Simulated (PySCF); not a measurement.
C$_{7}$H$_{7}$, charge +1, SMILES `[CH2+]c1ccccc1`.

Computed with PySCF, B3LYP/def2-SVP, geometry: GFN2-xTB. No frequency check shows the geometry to be a minimum.

Input script:

```python
import numpy as np
from pyscf import gto, scf, dft
from pyscf.prop import nmr
from pyscf.data import nist

def solve(mol, dm0=None, hcore=None):
    mf = (dft.UKS if mol.spin else dft.RKS)(mol, xc='b3lyp')
    mf.grids.level = 3
    mf.conv_tol, mf.max_cycle = 1e-8, 80
    if hcore is not None:
        mf.get_hcore = lambda *args: hcore
    mf.kernel(dm0)
    if not mf.converged:
        mf = mf.newton().run(mf.mo_coeff, mf.mo_occ, max_cycle=30)
    assert mf.converged, 'SCF not converged'
    return mf

mol = gto.M(atom='''
C     -2.35176     0.00006     0.00000
C     -0.98811    -0.00004     0.00000
C     -0.25093     1.23586     0.00000
C      1.11817     1.22158     0.00000
C      1.80482     0.00002     0.00000
C      1.11810    -1.22165     0.00000
C     -0.25100    -1.23585     0.00000
H     -2.91763    -0.92079     0.00000
H     -2.91758     0.92096     0.00000
H     -0.79865     2.16686     0.00000
H      1.67536     2.14641     0.00000
H      2.88621    -0.00002     0.00000
H      1.67524    -2.14650     0.00000
H     -0.79877    -2.16682     0.00000
''', basis='def2-svp', charge=1, spin=0, verbose=4)
mf = solve(mol)
vxc = nmr.rks.get_vxc_giao  # smaller grid blocks
nmr.rks.get_vxc_giao = lambda *a, **k: vxc(*a, **{**k, 'max_memory': 300})
calc = nmr.RKS(mf)
calc.cphf = True
nuclei = calc.kernel()
mo1 = calc.mo10
# ring centres and points 1 angstrom above and below them
points = np.array([
    [0.4252, -0.0000, 0.0000],
    [0.4252, -0.0000, 1.0000],
    [0.4252, -0.0000, -1.0000],
]) / nist.BOHR
mol.atom_coord = lambda i, unit='Bohr': points[i]
idx = range(len(points))
sigma = (calc.dia(shielding_nuc=idx) + calc.para(mo10=mo1, shielding_nuc=idx)[0]) * nist.ALPHA**2 * 1e6
for p, t in zip(points, sigma):
    print('NICS at %8.4f %8.4f %8.4f  %8.2f ppm' % (*(p * nist.BOHR), -t.trace() / 3))
occ = mf.mo_coeff[:, mf.mo_occ > 0]
dm1 = np.array([mf.mo_coeff @ (2 * x) @ occ.T for x in mo1])
np.savez('result.npz', sigma=sigma, nuclei=nuclei, dm0=mf.make_rdm1(), dm1=dm1, e=mf.e_tot, eps=mf.mo_energy, occ=mf.mo_occ)
```

Launched as:

```sh
OMP_NUM_THREADS=1 python input.py
```

The run took 26 s on 1 thread of Intel(R) Xeon(R) 6975P-C (Granite Rapids), with other jobs on the host, peak memory 0.88 GiB.

The script gives the values at the ring points; maps and scans were evaluated afterwards from its response orbitals, outside that time.

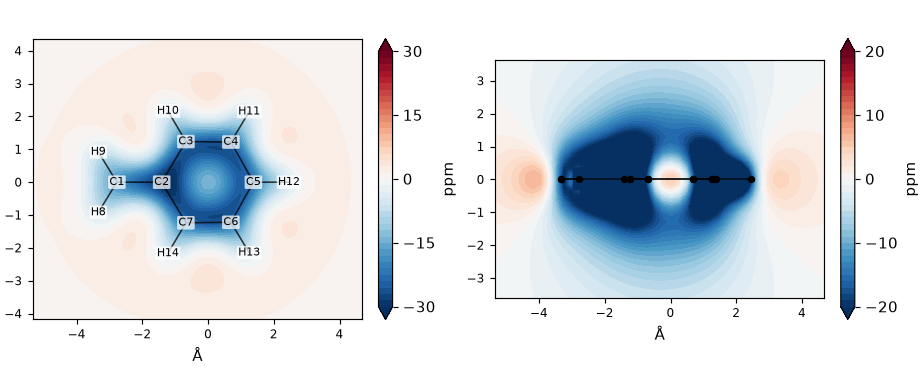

NICSzz (the component normal to the ring) 1.0 Å above the plane of the 6-membered ring C2/C3/C4/C5/C6/C7 (left) and NICSzz (the component normal to the ring) in a plane perpendicular to the same ring (right); GIAO shieldings; atoms are projected onto the map; negative values mean shielding.

Q: Classify the ring and give its NICS values.

A: It is moderately diatropic (aromatic): NICS(0) = −1.4, NICS(1) = −6.4, NICS(1)zz = −14.2 ppm.

Q: What absolute proton shieldings does the same calculation give?

A: From 22.7 ppm (H8 and H9) to 23.6 ppm (H11 and H13).
